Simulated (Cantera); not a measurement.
Feed: 1 mol Si2H6, 5.1 mol O3, 0.39 mol H2, at 10.0 Torr.

Equilibrium computed with Cantera from the NASA thermochemical tables; the gas is ideal and each condensed phase is pure. Candidate condensed phases: H2O, Si, SiO2; 18 gas species. The feed counts by its element totals alone. The tables hold silica as quartz up to 1696 K and as liquid above; real silica turns to tridymite and cristobalite and melts near 1996 K. The numbers say what is thermodynamically allowed, not how fast it happens.

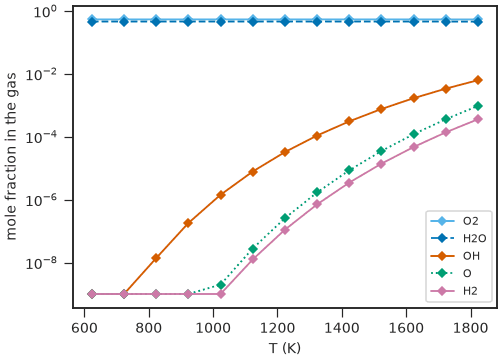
Figure: Equilibrium gas composition (values under 1e-9 drawn at 1e-9)

From 623 K to 823 K the condensed part is SiO2(α-quartz). From 923 K to 1623 K the condensed part is SiO2(β-quartz). From 1723 K to 1823 K the condensed part is SiO2(condensed).
